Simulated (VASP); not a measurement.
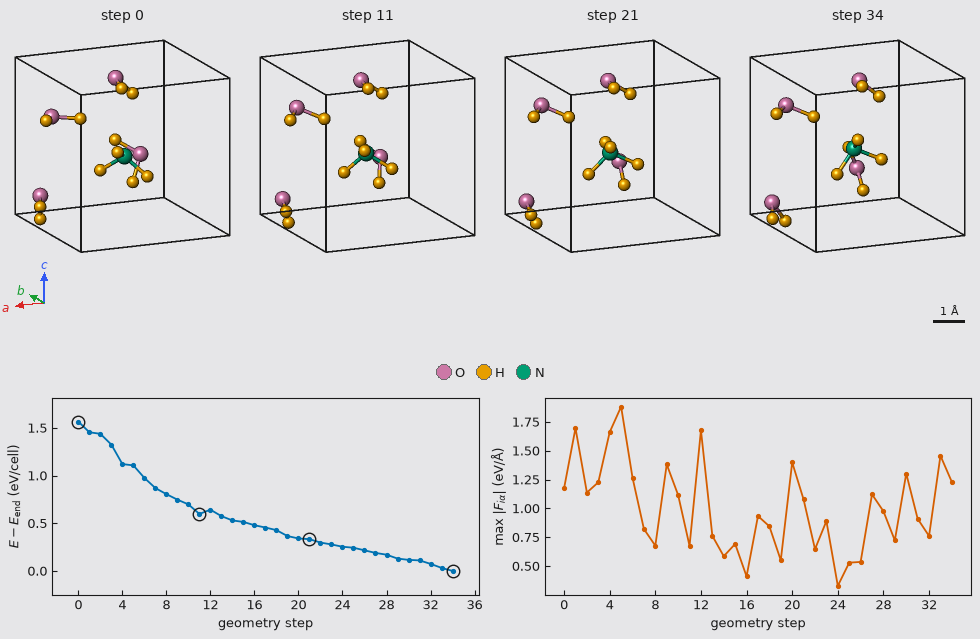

Frames of a relaxation of an amorphous cell of composition H11NO4, marked on the history of the run. Style: ball-and-stick. Shown: the cell of the calculation, from a free direction.

The run lets the atoms move in a fixed cell.

Level of theory: Kohn-Sham DFT of a periodic cell, PBE with D3(BJ), VASP PAW PBE potentials, recommended in VASP.

Input file:
```
SYSTEM = H11NO4
PREC = Accurate ; ENCUT = 520
EDIFF = 1E-6 ; ISMEAR = -1
SIGMA = 0.02 ; LREAL = Auto
LASPH = .True. ; NELM = 100
ALGO = Fast ; ISIF = 2
LWAVE = .False. ; LCHARG = .False.
GGA = PE ; IVDW = 12
IBRION = 2 ; NSW = 35
EDIFFG = -0.3
```

Command:
```bash
cat potpaw_PBE.64/O/POTCAR potpaw_PBE.64/H/POTCAR potpaw_PBE.64/N/POTCAR > POTCAR
mpirun -np 1 vasp_gam > vasp.out
```

### What happens along the run?

The relaxation stopped without meeting its thresholds, so the last structure isn't shown to be converged. Over 34 geometry steps the energy falls by 1.566 eV per cell of the calculation. Largest force component: 1.2 eV/Å at the start, 1.2 eV/Å at the end. The largest move is that of an O atom, 0.80 Å along [2 0 −1]. Largest moves by element: O 0.80 Å, H 0.63 Å, N 0.32 Å. The lattice vectors keep their values. Among the contacts that change: H–O 0.969 → 1.002 Å, H–O 0.969 → 0.946 Å, H–N 1.017 → 1.026 Å, H–O 0.969 → 0.976 Å. Among the angles between lasting bonds that change: H–N–H 106.3° → 101.1°, H–N–H 106.3° → 101.6°, H–O–H 104.0° → 99.4°. From step 0 to 11: an O atom moves most (0.36 Å), energy −0.968 eV per cell of the calculation. From step 11 to 21: an O atom moves most (0.24 Å), energy −0.265 eV per cell of the calculation. From step 21 to 34: an O atom moves most (0.35 Å), energy −0.333 eV per cell of the calculation.

```json
{"step": "0", "E − E(0), meV/atom": "0.00", "largest force component, eV/Å": "1.1750"}
{"step": "1", "E − E(0), meV/atom": "-6.96", "largest force component, eV/Å": "1.6956"}
{"step": "2", "E − E(0), meV/atom": "-7.98", "largest force component, eV/Å": "1.1373"}
{"step": "3", "E − E(0), meV/atom": "-15.07", "largest force component, eV/Å": "1.2265"}
{"step": "4", "E − E(0), meV/atom": "-27.81", "largest force component, eV/Å": "1.6613"}
{"step": "5", "E − E(0), meV/atom": "-28.68", "largest force component, eV/Å": "1.8816"}
{"step": "6", "E − E(0), meV/atom": "-36.89", "largest force component, eV/Å": "1.2666"}
{"step": "7", "E − E(0), meV/atom": "-43.55", "largest force component, eV/Å": "0.8212"}
{"step": "8", "E − E(0), meV/atom": "-47.53", "largest force component, eV/Å": "0.6765"}
{"step": "9", "E − E(0), meV/atom": "-51.13", "largest force component, eV/Å": "1.3816"}
{"step": "10", "E − E(0), meV/atom": "-54.25", "largest force component, eV/Å": "1.1156"}
{"step": "11", "E − E(0), meV/atom": "-60.50", "largest force component, eV/Å": "0.6753"}
{"step": "13", "E − E(0), meV/atom": "-61.95", "largest force component, eV/Å": "0.7620"}
{"step": "14", "E − E(0), meV/atom": "-64.76", "largest force component, eV/Å": "0.5852"}
{"step": "15", "E − E(0), meV/atom": "-65.74", "largest force component, eV/Å": "0.6919"}
{"step": "16", "E − E(0), meV/atom": "-67.90", "largest force component, eV/Å": "0.4106"}
{"step": "18", "E − E(0), meV/atom": "-71.11", "largest force component, eV/Å": "0.8445"}
{"step": "19", "E − E(0), meV/atom": "-74.99", "largest force component, eV/Å": "0.5505"}
{"step": "20", "E − E(0), meV/atom": "-76.58", "largest force component, eV/Å": "1.3989"}
{"step": "21", "E − E(0), meV/atom": "-77.03", "largest force component, eV/Å": "1.0773"}
{"step": "23", "E − E(0), meV/atom": "-80.49", "largest force component, eV/Å": "0.8901"}
{"step": "24", "E − E(0), meV/atom": "-82.00", "largest force component, eV/Å": "0.3283"}
{"step": "25", "E − E(0), meV/atom": "-82.64", "largest force component, eV/Å": "0.5296"}
{"step": "26", "E − E(0), meV/atom": "-84.35", "largest force component, eV/Å": "0.5359"}
{"step": "28", "E − E(0), meV/atom": "-87.21", "largest force component, eV/Å": "0.9752"}
{"step": "29", "E − E(0), meV/atom": "-89.75", "largest force component, eV/Å": "0.7225"}
{"step": "30", "E − E(0), meV/atom": "-90.61", "largest force component, eV/Å": "1.3021"}
{"step": "31", "E − E(0), meV/atom": "-90.94", "largest force component, eV/Å": "0.9102"}
{"step": "33", "E − E(0), meV/atom": "-95.84", "largest force component, eV/Å": "1.4567"}
{"step": "34", "E − E(0), meV/atom": "-97.86", "largest force component, eV/Å": "1.2289"}
```

Limits of the set-up: the periodic images lie only 5.4 Å apart, so the values are limited by the cell's size.
